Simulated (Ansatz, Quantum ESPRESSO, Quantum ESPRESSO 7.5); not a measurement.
# Band edges of H-SiC-H chair, 1 layer under strain

How do the band edges of H-SiC-H chair, 1 layer move against the vacuum when the sheet is stretched?

Method: plane-wave DFT, PBE, GBRV ultrasoft pseudopotentials (geometry by Ansatz 0.2.0 with PAW datasets; geometry under PBE), in Quantum ESPRESSO 7.5.

### 1. Set-up

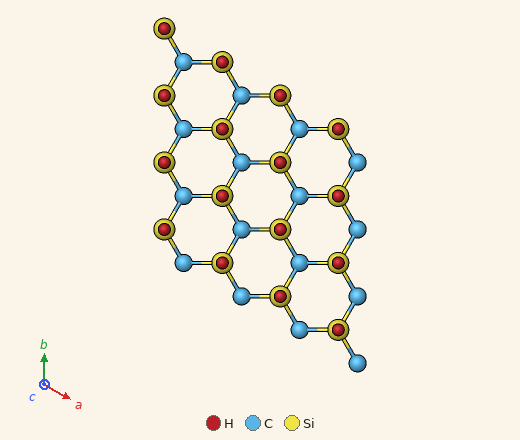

The cell as given, from above (hydrogen red, carbon blue, silicon yellow). 4×4×1 cells are drawn.

The cell holds 4 atoms: 2 H, 1 C and 1 Si. Its edges and angles: a = 3.086 Å, b = 3.086 Å, c = 18.113 Å, α = 90.0°, β = 90.0°, γ = 120.0°. Vacuum lies along c.

This sheet is a model structure: its symmetry is held, and its stability is not tested here.

### 2. Relaxation with Ansatz

The geometry comes first, from a plane-wave PAW code, so that the later runs on this slab share one structure.

File input.yaml:

```yaml
crystal:
  lattice:
    - [3.0855, 0.0, 0.0]
    - [-1.54275, 2.6721213834, 0.0]
    - [0.0, 0.0, 18.1133333333]
  atoms:
    - { symbol: H, position: [0.6666666667, 0.3333333333, 0.4140596246] }
    - { symbol: C, position: [0.6666666667, 0.3333333333, 0.473132131] }
    - { symbol: Si, position: [0.3333333333, 0.6666666667, 0.5075450865] }
    - { symbol: H, position: [0.3333333333, 0.6666666667, 0.5859403754] }
kpoints:
  mp_grid: { grid: [12, 12, 1] }
hamiltonian:
  xc: pbe
scf:
  occupations: { method: fermi_dirac, width: 0.05 }
  convergence: { dr2_threshold: 1.0e-08 }
efield:
  axis: 3
  dipole_correction: true
  ramp_position: 0.97
  ramp_width: 0.04
relax:
  f_tol: 0.01
  cell: { fix: [c, alpha, beta] }
output:
  write_potential: true
  write_density: true
  volumetric_format: npy
```

On the command line:

```sh
$ ansatz run input.yaml --threads 2 --pin off --max-ram 4096MiB --backend cpu --events-out ev --progress --plain --runs-dir out
```

Numbers of over 12 decimals in the logs are rounded to 6 here.

The log of the run:

```text
Warning: relax.cell: scf.convergence.dr2_threshold = 1e-8 eV is looser than the 4e-10 eV advised for a relaxation that steers and ends on the stress (1e-10 eV for each atom of the cell: 4). What an SCF threshold leaves in a stress goes as its square root, and in the free energy as the threshold itself, and one threshold admits the most on a small cell: [figures from the program's tests cut] Set scf.convergence.dr2_threshold to 4e-10 eV or tighter. The threshold is an SCF's pass mark: one that does not reach it within its budget of iterations ends unconverged, or closes short of it on a stop that the run arms, and scf.convergence.dr2_threshold's page says what that costs each kind of run
Engine: ansatz 0.2.0, aarch64-unknown-linux-gnu
Pseudopotentials: kind: paw
Pseudopotential: H, paw, valence charge 1, recommended cutoff 420 eV (normal), H.paw.azcp
Pseudopotential: C, paw, valence charge 4, recommended cutoff 420 eV (normal), C.paw.azcp
Pseudopotential: Si, paw, valence charge 4, recommended cutoff 420 eV (normal), Si.paw.azcp
Functional definition: PBE
  parameter kappa = 0.804
  parameter beta = 0.066725
  exchange = pbe_x(kappa = kappa, mu = beta*pi^2/3)
  correlation = pbe_c(beta = beta)
Crystal: 4 atoms, lattice volume = 149.341 Å³
Basis set: ecut = 420 eV, 2905 PW (Γ), exchange–correlation on 48×48×250 points (8 copies of the dense FFT grid, shifted against one another)
Bands: 9, of which v1, the nominal top of the filled ones, is band 5 counted from 1 (4 counted from 0)
Symmetry: 6 space group operations
Space group: P3m1 (ITA 156), of the structure as read, at distance tolerance 5.3e-5 Å
k-points: 19 of 144 (time reversal used)
Non-local potential: H, projectors of the file, l = 0: 2, l = 1: 1
Non-local potential: C, projectors of the file, l = 0: 2, l = 1: 2, l = 2: 1
Non-local potential: Si, projectors of the file, l = 0: 2, l = 1: 2, l = 2: 2
PAW form: soft (Blöchl's): semilocal exchange-correlation on the pseudo side does not see the compensation charge
PAW one-centre angular grid: H, 110 points (default); XC on 64 Gauss nodes
PAW one-centre angular grid: C, 110 points (default); XC on 64 Gauss nodes
PAW one-centre angular grid: Si, 110 points (default); XC on 64 Gauss nodes
Initial density: superposition of atomic densities (neutral atoms: chi_scale 0, normalization atom), corrected by the library's trained network
Initial wavefunctions: pseudopotential atomic-orbital guess
Functional: x = pbe(κ = 0.804, μ = 0.219515), c = pbe(β = 0.066725)
SCF iter   1: F=—  HF=-918.908255 eV  |F-HF|=—  |Δ(HF+E_count)|=         —  Δρ=1.89e-3  dr2=1.21e-2  ethr=1.77e-3  p=-0.045 e·Å  D=-5.51e-2 V/Å  ΔV_dip=1.00 eV  dr2_dipole=3.42e-5  V_vac-E_F(+/−)=3.88/2.88 eV  ⟨swp⟩=7.5  Hψ=1626  notcnv=0
efield: sawtooth ramp at fractional position 0.9700 (set: `efield.ramp_position`, or a place that a band, a saddle search or an elastic batch's reference lends), width 0.0400; the density the first Hamiltonian is built on has a dipole p = -0.045 e·Å; the dipole correction subtracts the counter field D = -5.51e-2 V/Å, which shifts the + side's vacuum level by +1.00 eV against the − side's; the planar-averaged density in the ramp window peaks in size at 2.9e-5 e/Å³
preconditioner: auto → none  [insulator: Δε(μ)=3.695 eV  Ē_g=11.753 eV  σ=0.050 eV  W_gap=1.00  n_scr=10 (ndim 8)  ℏωp=9.6 eV  f_vac=0.677  D(μ)=0.00/eV (n_scr^D=0)  ε∞_Penn≈1.7]
SCF iter   2: F=—  HF=-918.910363 eV  |F-HF|=—  |Δ(HF+E_count)|=   2.11e-3  Δρ=8.45e-4  dr2=5.48e-3  ethr=1.21e-4  p=-0.042 e·Å  D=-5.05e-2 V/Å  ΔV_dip=0.92 eV  dr2_dipole=1.83e-3  V_vac-E_F(+/−)=3.64/2.73 eV  ⟨swp⟩=3.1  Hψ=475  notcnv=0
SCF iter   3: F=—  HF=-918.909373 eV  |F-HF|=—  |Δ(HF+E_count)|=   9.91e-4  Δρ=5.75e-4  dr2=1.35e-3  ethr=5.48e-5  p=-0.059 e·Å  D=-7.19e-2 V/Å  ΔV_dip=1.30 eV  dr2_dipole=3.09e-5  V_vac-E_F(+/−)=3.88/2.58 eV  ⟨swp⟩=2.5  Hψ=326  notcnv=0
SCF iter   4: F=—  HF=-918.909390 eV  |F-HF|=—  |Δ(HF+E_count)|=   1.73e-5  Δρ=2.48e-4  dr2=2.39e-4  ethr=1.35e-5  p=-0.061 e·Å  D=-7.44e-2 V/Å  ΔV_dip=1.35 eV  dr2_dipole=6.00e-6  V_vac-E_F(+/−)=3.86/2.52 eV  ⟨swp⟩=2.4  Hψ=244  notcnv=0
SCF iter   5: F=—  HF=-918.909428 eV  |F-HF|=—  |Δ(HF+E_count)|=   3.83e-5  Δρ=6.06e-5  dr2=7.45e-6  ethr=2.39e-6  p=-0.062 e·Å  D=-7.57e-2 V/Å  ΔV_dip=1.37 eV  dr2_dipole=1.69e-8  V_vac-E_F(+/−)=3.85/2.48 eV  ⟨swp⟩=2.6  Hψ=294  notcnv=0
SCF iter   6: F=—  HF=-918.909353 eV  |F-HF|=—  |Δ(HF+E_count)|=   7.56e-5  Δρ=1.39e-5  dr2=1.96e-7  ethr=7.45e-8  p=-0.063 e·Å  D=-7.61e-2 V/Å  ΔV_dip=1.38 eV  dr2_dipole=4.09e-9  V_vac-E_F(+/−)=3.84/2.46 eV  ⟨swp⟩=2.6  Hψ=268  notcnv=0
SCF iter   7: F=—  HF=-918.909353 eV  |F-HF|=—  |Δ(HF+E_count)|=   3.53e-7  Δρ=3.41e-6  dr2=1.67e-8  ethr=1.96e-9  p=-0.063 e·Å  D=-7.61e-2 V/Å  ΔV_dip=1.38 eV  dr2_dipole=1.79e-14  V_vac-E_F(+/−)=3.84/2.46 eV  ⟨swp⟩=2.2  Hψ=260  notcnv=0
SCF iter   8: F=-918.909353 eV  HF=-918.909353 eV  |F-HF|=2.71e-11  |Δ(HF+E_count)|=   1.49e-9  Δρ=6.65e-7  dr2=6.11e-10  ethr=1.00e-10  p=-0.063 e·Å  D=-7.61e-2 V/Å  ΔV_dip=1.38 eV  dr2_dipole=5.79e-11  V_vac-E_F(+/−)=3.84/2.46 eV  ⟨swp⟩=8.7  Hψ=935  notcnv=0
SCF 1 converged in 8 iterations: F = -918.909353 eV  dr2 = 6.11e-10
  greatest PAW one-centre occupation: 0.649 electrons in one spin orbital (limit 2), on the C atom at site 1 (counted from 0), in its partial waves of l = 0
relax step   1: F+E_penalty+E_count = -918.90935312 eV  Δ(F+E_penalty+E_count) = +0.000e0 eV  max|allowed force component| = 2.117e0 eV/Å  Δτ_max = 0.0000 Å  P = +1.577 GPa  Ω = 149.341 Å³  fix = [c, alpha, beta]  reactions: c +3.189 GPa  (8 SCF iters, accepted)
Crystal: 4 atoms, lattice volume = 152.901 Å³
Basis set: ecut = 420 eV, 2965 PW (Γ), exchange–correlation on 48×48×250 points (8 copies of the dense FFT grid, shifted against one another)
Initial density: handed on by an earlier stage of this run
Initial wavefunctions: those handed on with the density
iter 1 solved again at ethr=3.71e-4 eV; its pass at ethr=3.10e-3 eV (dr2=3.71e-2 eV) is discarded
SCF iter   1: F=—  HF=-919.004407 eV  |F-HF|=—  |Δ(HF+E_count)|=         —  Δρ=3.52e-3  dr2=3.72e-2  ethr=3.71e-4  p=-0.064 e·Å  D=-7.61e-2 V/Å  ΔV_dip=1.38 eV  dr2_dipole=3.43e-3  V_vac-E_F(+/−)=3.84/2.46 eV  ⟨swp⟩=1.0  Hψ=1660  notcnv=0
[...]
SCF iter   5: F=—  HF=-919.004977 eV  |F-HF|=—  |Δ(HF+E_count)|=   1.97e-5  Δρ=5.85e-5  dr2=2.29e-6  ethr=4.30e-7  p=-0.081 e·Å  D=-9.56e-2 V/Å  ΔV_dip=1.73 eV  dr2_dipole=3.65e-10  V_vac-E_F(+/−)=4.33/2.60 eV  ⟨swp⟩=2.2  Hψ=233  notcnv=0
SCF iter   6: F=—  HF=-919.004966 eV  |F-HF|=—  |Δ(HF+E_count)|=   1.05e-5  Δρ=7.99e-6  dr2=6.26e-8  ethr=2.29e-8  p=-0.081 e·Å  D=-9.55e-2 V/Å  ΔV_dip=1.73 eV  dr2_dipole=3.77e-10  V_vac-E_F(+/−)=4.33/2.60 eV  ⟨swp⟩=1.8  Hψ=215  notcnv=0
SCF iter   7: F=-919.004966 eV  HF=-919.004966 eV  |F-HF|=5.37e-10  |Δ(HF+E_count)|=   3.82e-8  Δρ=1.72e-6  dr2=2.55e-9  ethr=1.00e-10  p=-0.081 e·Å  D=-9.55e-2 V/Å  ΔV_dip=1.73 eV  dr2_dipole=7.90e-12  V_vac-E_F(+/−)=4.33/2.60 eV  ⟨swp⟩=9.2  Hψ=991  notcnv=0
SCF 3 converged in 7 iterations: F = -919.004966 eV  dr2 = 2.55e-9
  greatest PAW one-centre occupation: 0.645 electrons in one spin orbital (limit 2), on the C atom at site 1 (counted from 0), in its partial waves of l = 0
relax step   3: F+E_penalty+E_count = -919.00496615 eV  Δ(F+E_penalty+E_count) = -1.127e-2 eV  max|allowed force component| = 1.018e-1 eV/Å  Δτ_max = 0.0281 Å  P = +0.020 GPa  Ω = 152.848 Å³  energy of the carried Pulay correction = -1.516e-3 eV  fix = [c, alpha, beta]  reactions: c +0.026 GPa  (7 SCF iters, accepted)
[...]
relax step   4: F+E_penalty+E_count = -919.00507366 eV  Δ(F+E_penalty+E_count) = -1.075e-4 eV  max|allowed force component| = 7.209e-3 eV/Å  Δτ_max = 0.0024 Å  P = -0.003 GPa  Ω = 153.001 Å³  energy of the carried Pulay correction = -1.581e-3 eV  fix = [c, alpha, beta]  reactions: c +0.007 GPa  (5 SCF iters, accepted)
Initial wavefunctions: pseudopotential atomic-orbital guess (no wavefunctions were taken with the density)
iter 1 solved again at ethr=9.71e-7 eV; its pass at ethr=3.10e-3 eV (dr2=9.71e-5 eV) is discarded
SCF iter   1: F=—  HF=-919.006014 eV  |F-HF|=—  |Δ(HF+E_count)|=         —  Δρ=1.01e-4  dr2=1.01e-6  ethr=9.71e-7  p=-0.082 e·Å  D=-9.68e-2 V/Å  ΔV_dip=1.75 eV  dr2_dipole=4.16e-10  V_vac-E_F(+/−)=4.37/2.62 eV  ⟨swp⟩=3.1  Hψ=2092  notcnv=0
efield: sawtooth ramp at fractional position 0.9700 (set: `efield.ramp_position`, or a place that a band, a saddle search or an elastic batch's reference lends), width 0.0400; the density the first Hamiltonian is built on has a dipole p = -0.082 e·Å; the dipole correction subtracts the counter field D = -9.68e-2 V/Å, which shifts the + side's vacuum level by +1.75 eV against the − side's; the planar-averaged density in the ramp window peaks in size at 1.5e-6 e/Å³
preconditioner: auto → none  [insulator: Δε(μ)=3.750 eV  Ē_g=11.487 eV  σ=0.050 eV  W_gap=1.00  n_scr=8 (ndim 8)  ℏωp=9.5 eV  f_vac=0.686  D(μ)=0.00/eV (n_scr^D=0)  ε∞_Penn≈1.7]
SCF iter   2: F=—  HF=-919.006612 eV  |F-HF|=—  |Δ(HF+E_count)|=   5.98e-4  Δρ=5.04e-5  dr2=2.41e-7  ethr=1.01e-8  p=-0.082 e·Å  D=-9.68e-2 V/Å  ΔV_dip=1.75 eV  dr2_dipole=1.24e-9  V_vac-E_F(+/−)=4.36/2.61 eV  ⟨swp⟩=2.0  Hψ=273  notcnv=0
SCF iter   3: F=—  HF=-919.006905 eV  |F-HF|=—  |Δ(HF+E_count)|=   2.93e-4  Δρ=1.26e-5  dr2=1.53e-7  ethr=2.41e-9  p=-0.082 e·Å  D=-9.68e-2 V/Å  ΔV_dip=1.75 eV  dr2_dipole=1.98e-8  V_vac-E_F(+/−)=4.36/2.60 eV  ⟨swp⟩=2.1  Hψ=280  notcnv=0
SCF iter   4: F=—  HF=-919.006936 eV  |F-HF|=—  |Δ(HF+E_count)|=   3.09e-5  Δρ=2.91e-6  dr2=1.93e-8  ethr=1.53e-9  p=-0.082 e·Å  D=-9.67e-2 V/Å  ΔV_dip=1.75 eV  dr2_dipole=4.78e-9  V_vac-E_F(+/−)=4.36/2.60 eV  ⟨swp⟩=2.4  Hψ=253  notcnv=0
SCF iter   5: F=-919.006940 eV  HF=-919.006939 eV  |F-HF|=2.69e-7  |Δ(HF+E_count)|=   3.08e-6  Δρ=8.10e-7  dr2=5.20e-10  ethr=1.00e-10  p=-0.082 e·Å  D=-9.68e-2 V/Å  ΔV_dip=1.75 eV  dr2_dipole=3.97e-11  V_vac-E_F(+/−)=4.36/2.60 eV  ⟨swp⟩=13.1  Hψ=1483  notcnv=0
SCF 5 converged in 5 iterations: F = -919.006940 eV  dr2 = 5.20e-10
relax step   5: F+E_penalty+E_count = -919.00693952 eV  Δ(F+E_penalty+E_count) = -1.866e-3 eV  max|allowed force component| = 6.854e-3 eV/Å  Δτ_max = 0.0000 Å  P = +0.009 GPa  Ω = 153.001 Å³  fix = [c, alpha, beta]  reactions: c +0.001 GPa  stress off target by 1.25e-2 GPa on what of the cell is left free  SCF on the basis re-selected at this cell (its energy is not comparable with the rows above)  (5 SCF iters)
basis re-selected at this cell: Δ(F+E_penalty+E_count) = -1.866e-3 eV, ΔP = +0.011 GPa vs the last step (what re-selecting the basis moved, of the pressure what is left beyond the Pulay correction that the steps carried, after the strain that the cell walked since its last selection, with what the two solves' SCF thresholds leave and, on support functions, any second-order correction that the steps lacked; it is no m [...]
WARN: The input density's exchange-correlation potential varies sharply where the density is thin. Do not read a vacuum level from v_tot or v_xc, or from such a field of the output density. On a cell that repeats whose density bears no net charge and no dipole along the vacuum's axis use v_es (v_loc + v_h of the components); under efield.dipole_correction with no amplitude use v_es + v_field, which holds any external [...]
SCF converged after 5 iterations
Free energy (F): -919.006940 eV
Harris-Foulkes:  -919.006939 eV  (|F-HF|=2.69e-7)
Internal energy: -919.006940 eV  (E = F + TS)
E sigma→0 (E₀):  -919.006940 eV
Fermi energy:    -1.287880 eV
Dipole field:    D = -0.096781 V/Å  (p = -0.081832 e·Å, saw-weighted, corrected)
Work function:   Φ+ = 4.3560 eV   Φ− = 2.6033 eV
Levels:          The Fermi level and band energies are counted from a zero that moves with the ramp; work functions are not
--- Per-component energies (eV) ---
  E_band       = -83.858034
  E_kinetic    = 160.669177
  E_local      = -2410.191903  (includes V_loc(G=0)·N_el)
  E_nonlocal   = 55.466184
  E_hartree    = 1125.805438
  E_xc         = -122.280815
  E_vxc        = -130.826266  (∫ρ·V_xc dr)
  E_paw        = -613.244361  (= ΣΔE_a)
  E_vpaw       = -10.626313  (= ΣTr[D̂ρ^β])
  E_aug_tail   = -0.002538  (compensation charges beyond the density's cutoff)
  E_efield     = 0.003960  (sawtooth field / dipole correction)
  E_vefield    = 0.042022  (∫n·V_field dr)
  E_ewald      = 884.767917
  E_smearing   = -0.000000  (= −TS)
  E_closure    = 0.000000  (closes the sum)
  Σ components = -919.006940   (vs F -919.006940, Δ=0.00e0)
--- Forces (eV/Å), atoms counted from 1 ---
  atom   1  H      0.00000000    -0.00000000     0.00500240
  atom   2  C      0.00000000     0.00000000    -0.00357863
  atom   3  Si     0.00000000    -0.00000000    -0.00684799
  atom   4  H     -0.00000000     0.00000000     0.00544771
  max |Σ_I F_I| component: 2.35e-5 eV/Å
--- Stress (GPa, compression-positive) ---
        0.012504      -0.000000       0.000000
        0.000000       0.012504      -0.000000
        0.000000      -0.000000       0.001204
  P = ⅓ Tr σ = 0.0087 GPa (0.087 kbar)
--- Band table (eV; the first three rows and the last of 19) ---
  k-point 0: bands = ["-16.5590", "-10.1875", "-5.5346", "-3.1883", "-3.1883", "0.5899", "1.9622", "2.5101", "2.6265"]
  k-point 1: bands = ["-16.4533", "-10.1104", "-5.5029", "-3.7441", "-3.3331", "0.7173", "2.1046", "2.6717", "2.9179"]
  k-point 2: bands = ["-16.1417", "-9.8974", "-5.4798", "-4.9256", "-3.6891", "1.0754", "2.5195", "2.7544", "3.0973"]
  k-point 18: bands = ["-13.6395", "-9.8806", "-7.6588", "-7.0862", "-5.3133", "2.1035", "4.0489", "4.0962", "6.3072"]
--- Relaxed structure (4 steps of the walk, 4 accepted, 1 SCFs on fresh bases) ---
  F+E_penalty+E_count = -919.00693952 eV   max|allowed force component| = 6.854e-3 eV/Å   (the final SCF, on the basis selected at the relaxed cell)
  cell:  # Å, volume = 153.0007 Å³
    - [3.123074, 0, 0]
    - [-1.561537, 2.704661, 0]
    - [0, 0, 18.1133333333]
  atoms:
    - { symbol: H, position: [0.666667, 0.333333, 0.412802] }
    - { symbol: C, position: [0.666667, 0.333333, 0.473919] }
    - { symbol: Si, position: [0.333333, 0.666667, 0.505673] }
    - { symbol: H, position: [0.333333, 0.666667, 0.588283] }
```

Run time: 5.9 s. Hardware: 2 threads of Arm Neoverse V2, shared host; peak memory 0.4 GiB; 11 s of CPU time.

Step by step:

```csv
step,energy less that of the first step (eV),largest force component (eV/Å),pressure (GPa),volume (Å³)
1,0.0000,2.1166,1.58,149.34
2,-0.0843,0.5225,0.54,152.90
3,-0.0956,0.1018,0.02,152.85
4,-0.0957,0.0072,0.00,153.00
5*,-0.0976,0.0069,0.01,153.00
```

Relaxation steps marked * repeat the geometry before them on a plane-wave basis chosen anew for their cell, so energy and pressure can jump there.

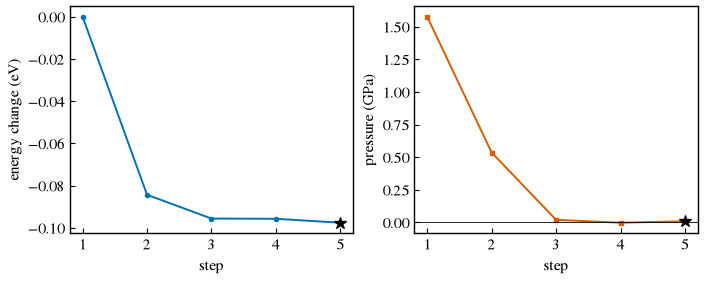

Energy and pressure along the relaxation. Stars mark steps on a basis chosen anew.

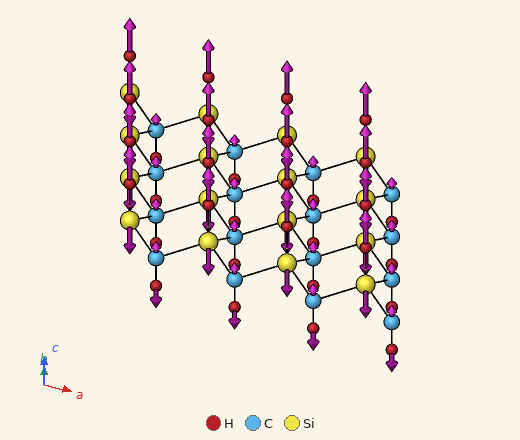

Displacements in the relaxation, exaggerated, measured against the changing cell; the longest in the cell stands for 0.04 Å. 4×4×1 cells are drawn.

```
cell as run  before  after  change
      a (Å)   3.086  3.123  +1.2 %
      b (Å)   3.086  3.123  +1.2 %
```

The atoms that moved most (Å, along periodic axes as changes of fractional coordinates times the final cell, across vacuum about the mean position):

```csv
atom,dx,dy,dz,length
H4,0.000,0.000,0.042,0.042
Si3,0.000,0.000,-0.034,0.034
H1,0.000,0.000,-0.023,0.023
C2,0.000,0.000,0.014,0.014
```

Final coordinates:

```cif
data_structure
_symmetry_space_group_name_H-M 'P 1'
_symmetry_Int_Tables_number 1
_cell_length_a 3.1231
_cell_length_b 3.1231
_cell_length_c 18.1133
_cell_angle_alpha 90.000
_cell_angle_beta 90.000
_cell_angle_gamma 120.000
_cell_volume 153.00
loop_
_atom_site_label
_atom_site_type_symbol
_atom_site_fract_x
_atom_site_fract_y
_atom_site_fract_z
_atom_site_occupancy
H1 H 0.66667 0.33333 0.41280 1
C2 C 0.66667 0.33333 0.47392 1
Si3 Si 0.33333 0.66667 0.50567 1
H4 H 0.33333 0.66667 0.58828 1
```

Numbers from this step:

| Item | Value |
| --- | --- |
| free energy | -919.0069 eV |
| Fermi energy | -1.288 eV |
| gap by band count | 3.778 eV |
| symmetry operations | 6 |
| dipole along the normal | -0.08183 e·Å |
| vacuum level at the upper face over a Fermi level inside the gap | 4.356 eV |
| vacuum level at the lower face over a Fermi level inside the gap | 2.603 eV |

(Continued in part 2 of 2.)

[Logs are printed without paths, hosts, clocks, repeated set-up lines and the standing remarks that a program may print on its own settings, such as how far it seeks lower states.]

[Hosts, paths, dates, database ids (printed as entryN), source tags and the programs' standing remarks are cut or masked in the printed files.]

[Maps of the electrostatic potential energy from Ansatz leave out the sawtooth potential of an applied field or a dipole correction, so their vacuum need not be flat; planar profiles and work functions include it.]
